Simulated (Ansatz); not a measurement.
## B₂H₇ (charge −1): single-point calculation

- system: B₂H₇, charge −1
- method: RKS HSE06 (plane-wave form)-D4/def2-TZVPD (Ansatz 0.2.0)

The geometry comes from this level: PBE0-D4/def2-TZVPD.

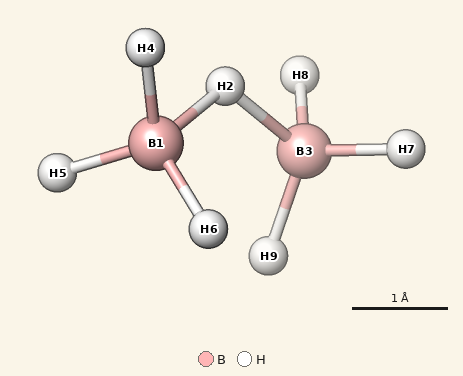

Fig. 1: The structure as given in the input (ball-and-stick view, seen at a tilt; atoms are numbered from 1 in the order of the input). Bond lengths as drawn: B–H 1.21 to 1.31 Å.

### Results in brief

```tsv
quantity	value
outcome	converged
total energy	−1465.1274 eV
mean-field energy	−1465.0347 eV
dispersion energy	−0.0927 eV
SCF solution under orbital rotations	stable
HOMO	−2.59 eV
LUMO	3.60 eV
hardware	4 threads of Arm Neoverse V1, 95 GiB of memory available, shared host
wall time	0.85 s (CPU time 2.8 s)
peak memory	0.18 GiB
```

### Input
```yaml
crystal:
  periodic: [false, false, false]
  atoms:
    - {symbol: B, position_ang: [0.868019, 0.359066, -0.649125]}
    - {symbol: H, position_ang: [-0.169782, 0.597123, 0.119058]}
    - {symbol: B, position_ang: [-0.859245, -0.389692, 0.642983]}
    - {symbol: H, position_ang: [0.772837, 1.422366, -1.249105]}
    - {symbol: H, position_ang: [1.832493, 0.320337, 0.089564]}
    - {symbol: H, position_ang: [0.755497, -0.597450, -1.380488]}
    - {symbol: H, position_ang: [-1.750012, -0.630493, -0.148432]}
    - {symbol: H, position_ang: [-1.241629, 0.271615, 1.600051]}
    - {symbol: H, position_ang: [-0.208167, -1.352872, 0.975504]}
basis:
  gaussian: {orbitals: def2-TZVPD, initial_orbitals: start.molden}
total_charge: -1
hamiltonian: {xc: hse06, dispersion: d4}
scf: {omitted_lower_state_checks: [starts]}
output: {orbitals: {seedname: orbitals}}
```

Launch command:
```bash
ansatz run in.yaml --threads 4 --pin off --events-out ev --progress --plain --max-ram 3916MiB
```

### Output
```
Functional definition: HSE06
  name "HSE06"
  cite "Heyd, Scuseria & Ernzerhof, J. Chem. Phys. 118, 8207 (2003) doi:10.1063/1.1564060"
  cite "Krukau, Vydrov, Izmaylov & Scuseria, J. Chem. Phys. 125, 224106 (2006) doi:10.1063/1.2404663"
  cite "Heyd & Scuseria, J. Chem. Phys. 120, 7274 (2004) doi:10.1063/1.1668634"
  cite "Ernzerhof & Perdew, J. Chem. Phys. 109, 3313 (1998) doi:10.1063/1.476928"
  cite "Perdew, Burke & Ernzerhof, Phys. Rev. Lett. 77, 3865 (1996) doi:10.1103/PhysRevLett.77.3865"
  parent pbe
  parameter a = 0.25
  parameter omega = 0.11/bohr
  # The whole range is PBE's own exchange, as in plane waves. The composition of these papers is wPBEh.
  exchange = pbe_x - a*pbe_x_sr(omega) + a*exact_x_sr(omega)
  correlation = pbe_c
these checks for a lower state are left out or cut short: starts
687 factors; their error is unknown
147 factors; integrals over basis functions are off by at most 5.2e-7 eV
mean field evaluation 1: about -1465.0428 eV, gradient 1.9e-1 eV
mean field evaluation 2: about -1465.0346 eV, gradient 1.0e-1 eV
mean field evaluation 4: about -1465.0347 eV, gradient 1.5e-4 eV
mean field -1465.03468770 eV, -53.8390317368 hartree, gradient 5.6e-6 eV, S^2 0.000000; 0 other end points of the search recorded, 0 dependent functions left out
reference -1465.03474435 eV, -53.8390338188 hartree; 9, 9 occupied and 128, 128 virtual orbitals, 687 factors
Total energy: -1465.12742774 eV, -53.8424398706 hartree
Checks for a lower state left out: starts
```

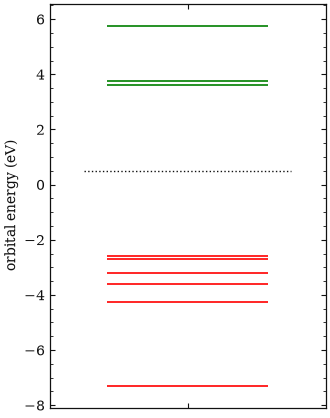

Fig. 2: Orbital energies near the frontier; the dotted line parts filled from empty levels, and levels within 0.02 eV of each other stand side by side. Highest filled −2.59 eV, lowest empty 3.60 eV, 6.19 eV apart.
